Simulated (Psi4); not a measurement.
## Frequency calculation of SiNH2F2 (part 2 of 3)

SiNH2F2, multiplicity 2, SMILES [NH][SiH](F)F; HF/def2-TZVP, UHF (Psi4 1.11). The geometry was optimised with hf/def2-TZVP.

Geometry of the input (Å):
```
N  -0.0008  0.9848  -0.9345
Si 0.2261  -0.2442  0.2491
F  1.5682  -0.9709  -0.0638
F  -0.8883  -1.3415  0.2052
H  -0.9158  1.1228  -1.3253
H  0.2717  0.3422  1.5820
```

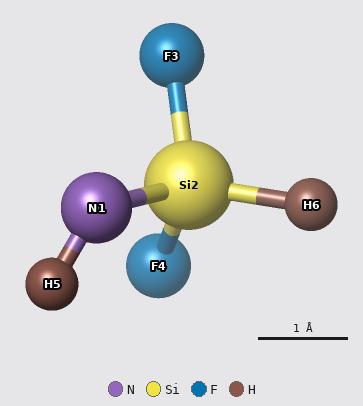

Fig. 1: The structure (ball-and-stick view, seen at a tilt; atoms are numbered from 1 in the order of the input).

Output, continued:
```
       Center              X                  Y                   Z               Mass
    ------------   -----------------  -----------------  -----------------  -----------------
         N            0.290000197222     0.174239280225    -1.658258363497    14.003074004430
         SI           0.290000197222     0.174239280225     0.063083636503    27.976926534650
         F            0.290000197222    -1.307734131667     0.543656779075    18.998403162730
         F           -0.993149013939     0.832802595676     0.669462633554    18.998403162730
         H           -0.294164104122     0.829799690541    -2.146086925378     1.007825032230
         H            1.469463615241     0.865311725657     0.566940430463     1.007825032230

  Running in c1 symmetry.

  Rotational constants: A =      0.24455  B =      0.23305  C =      0.13683 [cm^-1]
  Rotational constants: A =   7331.34610  B =   6986.79678  C =   4102.10726 [MHz]
  Nuclear repulsion =  177.767520200814147

  Charge       = 0
  Multiplicity = 2
  Electrons    = 41
  Nalpha       = 21
  Nbeta        = 20

  ==> Algorithm <==

  SCF Algorithm Type is DF.
  DIIS enabled.
  MOM disabled.
  Fractional occupation disabled.
  Guess Type is SAD.
  Energy threshold   = 1.00e-08
  Density threshold  = 1.00e-08
  Integral threshold = 1.00e-12

  ==> Primary Basis <==

  Basis Set: DEF2-TZVP
    Blend: DEF2-TZVP
    Number of shells: 54
    Number of basis functions: 142
    Number of Cartesian functions: 162
    Spherical Harmonics?: true
    Max angular momentum: 3

   => Loading Basis Set <=

    Name: (DEF2-TZVP AUX)
    Role: JKFIT
    Keyword: DF_BASIS_SCF

  ==> Integral Setup <==

  DFHelper Memory: AOs need 0.063 GiB; user supplied 1.118 GiB.
  SCF_SUBTYPE=INCORE selected. In-core MEM_DF algorithm will be used.
  Using in-core AOs.

  ==> MemDFJK: Density-Fitted J/K Matrices <==

    J tasked:                   Yes
    K tasked:                   Yes
    wK tasked:                   No
    Memory [MiB]:              1144
    Algorithm:                 Core
    Schwarz Cutoff:           1E-12
    Mask sparsity (%):       2.1226
    Fitting Condition:        1E-10

   => Auxiliary Basis Set <=

  Basis Set: (DEF2-TZVP AUX)
    Blend: DEF2-UNIVERSAL-JKFIT
    Number of shells: 125
    Number of basis functions: 395
    Number of Cartesian functions: 474
    Spherical Harmonics?: true
    Max angular momentum: 4

  Minimum eigenvalue in the overlap matrix is 2.5791076805E-03.
  Reciprocal condition number of the overlap matrix is 4.7118654900E-04.
    Using symmetric orthogonalization.

  ==> Pre-Iterations <==

  SCF Guess: Superposition of Atomic Densities via on-the-fly atomic UHF (no occupation information).

   -------------------------
    Irrep   Nso     Nmo
   -------------------------
     A        142     142
   -------------------------
    Total     142     142
   -------------------------

  ==> Iterations <==

                           Total Energy        Delta E     RMS |[F,P]|

   @DF-UHF iter SAD:  -542.53753729957498   -5.42538e+02   0.00000e+00
   @DF-UHF iter   1:  -543.51092466064313   -9.73387e-01   3.83650e-03 DIIS/ADIIS
   @DF-UHF iter   2:  -543.62942600098052   -1.18501e-01   2.28981e-03 DIIS/ADIIS
   @DF-UHF iter   3:  -543.66830927162232   -3.88833e-02   4.04571e-04 DIIS/ADIIS
   @DF-UHF iter   4:  -543.67325693033615   -4.94766e-03   1.66162e-04 DIIS/ADIIS
   @DF-UHF iter   5:  -543.67402855641535   -7.71626e-04   9.24944e-05 DIIS
   @DF-UHF iter   6:  -543.67436772992562   -3.39174e-04   5.62799e-05 DIIS
   @DF-UHF iter   7:  -543.67459572133237   -2.27991e-04   3.33764e-05 DIIS
   @DF-UHF iter   8:  -543.67470534737595   -1.09626e-04   2.51193e-05 DIIS
   @DF-UHF iter   9:  -543.67478025683965   -7.49095e-05   2.11278e-05 DIIS
   @DF-UHF iter  10:  -543.67489104110598   -1.10784e-04   1.52356e-05 DIIS
   @DF-UHF iter  11:  -543.67497054825344   -7.95071e-05   8.10238e-06 DIIS
   @DF-UHF iter  12:  -543.67498876850334   -1.82202e-05   3.70822e-06 DIIS
   @DF-UHF iter  13:  -543.67499075812509   -1.98962e-06   1.74528e-06 DIIS
   @DF-UHF iter  14:  -543.67499099218378   -2.34059e-07   7.28881e-07 DIIS
   @DF-UHF iter  15:  -543.67499101888757   -2.67038e-08   2.67262e-07 DIIS
   @DF-UHF iter  16:  -543.67499102186821   -2.98064e-09   1.06402e-07 DIIS
   @DF-UHF iter  17:  -543.67499102216129   -2.93085e-10   5.54900e-08 DIIS
   @DF-UHF iter  18:  -543.67499102224724   -8.59472e-11   2.03111e-08 DIIS
   @DF-UHF iter  19:  -543.67499102226031   -1.30740e-11   7.93976e-09 DIIS
  Energy and wave function converged.

  ==> Post-Iterations <==

   @Spin Contamination Metric:   8.132222162E-03
   @S^2 Expected:                7.500000000E-01
   @S^2 Observed:                7.581322222E-01
   @S   Expected:                5.000000000E-01
   @S   Observed:                5.000000000E-01

    Orbital Energies [Eh]
    ---------------------

    Alpha Occupied:

       1A    -68.852408     2A    -26.306370     3A    -26.304717
       4A    -15.603072     5A     -6.194298     6A     -4.303177
       7A     -4.302251     8A     -4.301031     9A     -1.625504
      10A     -1.604291    11A     -1.180308    12A     -0.809652
      13A     -0.737037    14A     -0.717901    15A     -0.711608
      16A     -0.678581    17A     -0.661890    18A     -0.652597
      19A     -0.570884    20A     -0.523362    21A     -0.493806

    Alpha Virtual:

      22A      0.130807    23A      0.155742    24A      0.162489
      25A      0.207075    26A      0.235871    27A      0.270220
      28A      0.333793    29A      0.350463    30A      0.390830
      31A      0.453152    32A      0.472271    33A      0.498475
      34A      0.515070    35A      0.530063    36A      0.561406
      37A      0.586423    38A      0.609217    39A      0.663598
      40A      0.692105    41A      0.749452    42A      0.771934
      43A      0.781384    44A      0.800701    45A      0.870790
      46A      0.883113    47A      0.908922    48A      1.119366
      49A      1.124938    50A      1.151837    51A      1.170947
      52A      1.188965    53A      1.196449    54A      1.240455
      55A      1.273649    56A      1.280479    57A      1.295804
      58A      1.360848    59A      1.377077    60A      1.440456
      61A      1.511791    62A      1.564411    63A      1.578853
      64A      1.634515    65A      1.744628    66A      1.797952
      67A      1.812479    68A      1.840282    69A      1.874233
      70A      2.117441    71A      2.169131    72A      2.219043
      73A      2.265765    74A      2.288856    75A      2.343477
      76A      2.366582    77A      2.436800    78A      2.462413
      79A      2.493742    80A      2.667629    81A      2.678998
      82A      2.794699    83A      2.825925    84A      2.844980
      85A      2.860650    86A      2.876079    87A      2.942410
      88A      2.996236    89A      3.064505    90A      3.169315
      91A      3.449917    92A      3.749295    93A      3.771698
      94A      3.776799    95A      3.820792    96A      4.125681
      97A      4.207471    98A      4.274106    99A      4.286059
     100A      4.363403   101A      4.450297   102A      4.544545
     103A      4.570461   104A      4.652667   105A      4.748892
     106A      4.963848   107A      5.064286   108A      5.185375
     109A      5.336946   110A      5.409966   111A      5.906482
     112A      6.738707   113A      6.872238   114A      6.995922
     115A      7.358198   116A      7.365182   117A      7.376179
     118A      7.378312   119A      7.381718   120A      7.390408
     121A      7.402372   122A      7.416980   123A      7.436763
     124A      7.448901   125A      7.464390   126A      7.494972
     127A      7.679429   128A      7.800398   129A      8.892855
     130A      8.920486   131A      8.929942   132A      8.990810
     133A      9.196532   134A      9.208983   135A      9.227743
     136A      9.284294   137A      9.341310   138A      9.482159
     139A     12.234437   140A     32.867700   141A     58.712926
     142A     58.773575

    Beta Occupied:

       1A    -68.852885     2A    -26.306456     3A    -26.304489
       4A    -15.574114     5A     -6.194950     6A     -4.303581
       7A     -4.302831     8A     -4.301846     9A     -1.625176
      10A     -1.603992    11A     -1.061391    12A     -0.806109
      13A     -0.736028    14A     -0.715107    15A     -0.707241
      16A     -0.677102    17A     -0.658730    18A     -0.636718
      19A     -0.540792    20A     -0.457488

    Beta Virtual:

      21A      0.044230    22A      0.138285    23A      0.157522
      24A      0.178794    25A      0.215091    26A      0.247479
      27A      0.280243    28A      0.336600    29A      0.358742
      30A      0.400813    31A      0.457716    32A      0.482718
      33A      0.521503    34A      0.526086    35A      0.560847
      36A      0.596372    37A      0.614212    38A      0.622948
      39A      0.677869    40A      0.702516    41A      0.754829
      42A      0.780517    43A      0.785803    44A      0.801686
      45A      0.873080    46A      0.887276    47A      0.911136
      48A      1.124275    49A      1.128666    50A      1.167896
      51A      1.178602    52A      1.200148    53A      1.215428
      54A      1.249615    55A      1.282648    56A      1.289225
      57A      1.307862    58A      1.368813    59A      1.388740
      60A      1.446907    61A      1.529153    62A      1.574383
      63A      1.585438    64A      1.648979    65A      1.747416
      66A      1.825132    67A      1.839579    68A      1.846857
      69A      1.882587    70A      2.119065    71A      2.179359
      72A      2.231671    73A      2.272254    74A      2.303628
      75A      2.353667    76A      2.373508    77A      2.440111
      78A      2.473049    79A      2.544630    80A      2.687862
      81A      2.707020    82A      2.799469    83A      2.834602
      84A      2.847920    85A      2.864434    86A      2.882341
      87A      2.943231    88A      2.996694    89A      3.068678
      90A      3.181271    91A      3.473247    92A      3.750646
      93A      3.772162    94A      3.777529    95A      3.822278
      96A      4.127140    97A      4.208733    98A      4.314010
      99A      4.329814   100A      4.404097   101A      4.473243
     102A      4.557794   103A      4.587310   104A      4.690651
     105A      4.757664   106A      5.035650   107A      5.133709
     108A      5.251848   109A      5.352798   110A      5.436416
     111A      5.919549   112A      6.738855   113A      6.872157
     114A      6.996223   115A      7.358267   116A      7.365256
     117A      7.376152   118A      7.378291   119A      7.381760
     120A      7.390455   121A      7.402434   122A      7.417107
     123A      7.436791   124A      7.449056   125A      7.464503
     126A      7.495103   127A      7.679670   128A      7.800451
     129A      8.892853   130A      8.920561   131A      8.929973
     132A      8.990869   133A      9.196680   134A      9.209162
     135A      9.227862   136A      9.284429   137A      9.341467
     138A      9.482301   139A     12.234198   140A     32.885536
     141A     58.712977   142A     58.773617

    Final Occupation by Irrep:
              A
    DOCC [    20 ]
    SOCC [     1 ]
    NA   [    21 ]
    NB   [    20 ]

  @DF-UHF Final Energy:  -543.67499102226031

   => Energetics <=

    Nuclear Repulsion Energy =            177.7675202008141468
    One-Electron Energy =               -1109.3832522503557811
    Two-Electron Energy =                 387.9407410272813195
    Total Energy =                       -543.6749910222603148

  UHF NO Occupations:
  HONO-2 :   19  A 1.9994311
  HONO-1 :   20  A 1.9971943
  HONO-0 :   21  A 1.0000000
  LUNO+0 :   22  A 0.0028057
  LUNO+1 :   23  A 0.0005689
  LUNO+2 :   24  A 0.0005568
  LUNO+3 :   25  A 0.0001342

Computation Completed

Properties will be evaluated at   0.000000,   0.000000,   0.000000 [a0]

Properties computed using the SCF density matrix

 Multipole Moments:

 ------------------------------------------------------------------------------------
     Multipole            Electronic (a.u.)      Nuclear  (a.u.)        Total (a.u.)
 ------------------------------------------------------------------------------------

 L = 1.  Multiply by 2.5417464519 to convert [e a0] to [Debye]
 Dipole X            :         -1.7420297            1.7706059            0.0285762
 Dipole Y            :         -1.3595438            2.0404365            0.6808927
 Dipole Z            :          2.3404096           -2.6186113           -0.2782017
 Magnitude           :                                                    0.7360894

 ------------------------------------------------------------------------------------

	total time  =          2 seconds =       0.03 minutes

         ------------------------------------------------------------
                                   SCF HESS
         ------------------------------------------------------------

  ==> Geometry <==

    Molecular point group: c1
    Full point group: C1

    Geometry (in Angstrom), charge = 0, multiplicity = 2:

       Center              X                  Y                   Z               Mass
    ------------   -----------------  -----------------  -----------------  -----------------
         N            0.290000197222     0.174239280225    -1.658258363497    14.003074004430
         SI           0.290000197222     0.174239280225     0.063083636503    27.976926534650
         F            0.290000197222    -1.307734131667     0.543656779075    18.998403162730
         F           -0.993149013939     0.832802595676     0.669462633554    18.998403162730
         H           -0.294164104122     0.829799690541    -2.146086925378     1.007825032230
         H            1.469463615241     0.865311725657     0.566940430463     1.007825032230

  Nuclear repulsion =  177.767520200814147

  ==> Basis Set <==

  Basis Set: DEF2-TZVP
    Blend: DEF2-TZVP
    Number of shells: 54
    Number of basis functions: 142
    Number of Cartesian functions: 162
    Spherical Harmonics?: true
    Max angular momentum: 3

  ==> DFJKGrad: Density-Fitted SCF Gradients <==

    Gradient:                    2
    J tasked:                  Yes
    K tasked:                  Yes
    wK tasked:                  No
    Integrals threads:           1
    Memory [MiB]:             1144
    Schwarz Cutoff:          1E-12
    Fitting Condition:       1E-10

   => Auxiliary Basis Set <=

  Basis Set: (DEF2-TZVP AUX)
    Blend: DEF2-UNIVERSAL-JKFIT
    Number of shells: 125
    Number of basis functions: 395
    Number of Cartesian functions: 474
    Spherical Harmonics?: true
    Max angular momentum: 4

  DFHelper Memory: AOs need 0.063 GiB; user supplied 1.341 GiB.
  SCF_SUBTYPE=INCORE selected. In-core MEM_DF algorithm will be used.
  Using in-core AOs.

  ==> MemDFJK: Density-Fitted J/K Matrices <==

    J tasked:                   Yes
    K tasked:                   Yes
    wK tasked:                   No
    Memory [MiB]:              1373
    Algorithm:                 Core
    Schwarz Cutoff:           1E-12
    Mask sparsity (%):       2.1226
    Fitting Condition:        1E-10

   => Auxiliary Basis Set <=

  Basis Set: (DEF2-TZVP AUX)
    Blend: DEF2-UNIVERSAL-JKFIT
    Number of shells: 125
    Number of basis functions: 395
    Number of Cartesian functions: 474
    Spherical Harmonics?: true
    Max angular momentum: 4

   ==> Coupled-Perturbed UHF Solver <==

    Maxiter             =         100
    Convergence         =   1.000E-06
    Number of equations =          36
   -----------------------------------------------------
     Iter   Residual RMS      Max RMS  Remain  Time [s]
   -----------------------------------------------------
        1      5.216e-01    6.950e-01      18         2
        2      1.663e-01    2.249e-01      18         3
        3      6.009e-02    1.291e-01      18         4
        4      4.012e-02    1.368e-01      18         6
        5      3.848e-02    1.464e-01      18         7
        6      3.097e-02    8.897e-02      18         8
        7      2.122e-02    4.561e-02      18        10
        8      1.172e-02    2.393e-02      18        11
        9      5.283e-03    9.425e-03      18        12
       10      2.088e-03    4.313e-03      18        13
       11      7.666e-04    1.489e-03      18        15
       12      2.681e-04    4.422e-04      18        16
       13      8.301e-05    1.340e-04      18        17
       14      3.066e-05    5.756e-05      18        18
       15      1.085e-05    1.923e-05      18        20
       16      2.959e-06    4.737e-06      18        21
       17      1.027e-06    1.686e-06       9        22
       18      5.769e-07    6.053e-07       0        23
  ## Total Hessian (Symmetry 0) ##
  Irrep: 1 Size: 18 x 18

                 1                   2                   3                   4                   5
```
